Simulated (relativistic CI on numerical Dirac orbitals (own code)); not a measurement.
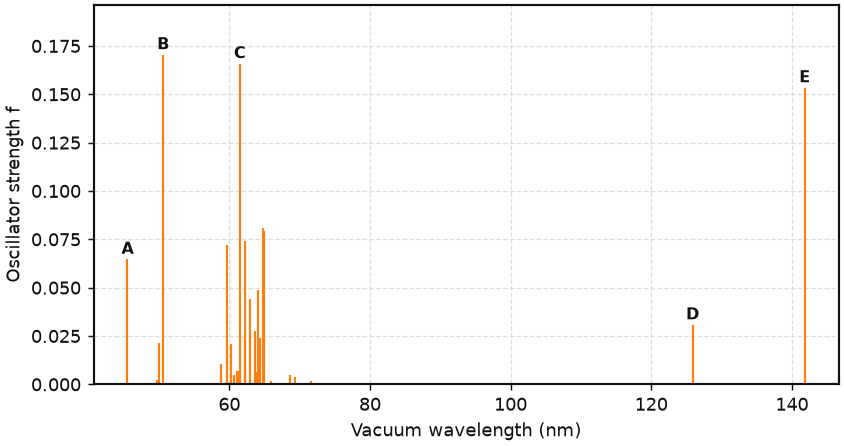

The plot shows absorption lines from the lowest level (oscillator strengths f) for Hf³⁺. The calculation used Dirac CI, KLI exchange-only orbitals, Breit term, model QED, valence Slater integrals scaled by 0.85, configurations tied to the tabulated ionisation limit (in-house radial CI code).

Which transitions are the lettered lines?

A: 4f¹⁴ 5p⁶ 7f ²F°₅/₂ ← 4f¹⁴ 5p⁶ 5d ²D₃/₂, 45.52 nm, f = 0.065; B: 4f¹⁴ 5p⁶ 6f ²F°₅/₂ ← 4f¹⁴ 5p⁶ 5d ²D₃/₂, 50.60 nm, f = 0.17; C: 4f¹³ 5p⁶ 5d² J = 5/2 (odd, mixed, level 73) ← 4f¹⁴ 5p⁶ 5d ²D₃/₂, 61.51 nm, f = 0.17; D: 4f¹⁴ 5p⁶ 6p ²P°₃/₂ ← 4f¹⁴ 5p⁶ 5d ²D₃/₂, 125.9 nm, f = 0.031; E: 4f¹⁴ 5p⁶ 6p ²P°₁/₂ ← 4f¹⁴ 5p⁶ 5d ²D₃/₂, 141.8 nm, f = 0.15. The strongest, B, lies in the extreme ultraviolet region.

Known limits: configurations built on the next ion are tied to the tabulated ionisation energy, low ones can still be off by several thousand cm⁻¹ and the others by 10000 or more; rates and lifetimes follow the computed energies and can be off by orders of magnitude; one shift a configuration: terms inside it, and wavelengths, can be off by thousands of cm⁻¹; the fine structure of a weakly bound d or f electron outside closed shells is too small or inverted; only a limited list of configurations is included, so lower levels can be missing; only lines among the lowest 268 of 2062 levels are drawn, so those from 4f¹⁴ 5p⁵ 5d² and 4f¹³ 5p⁶ 6s 6p are incomplete.
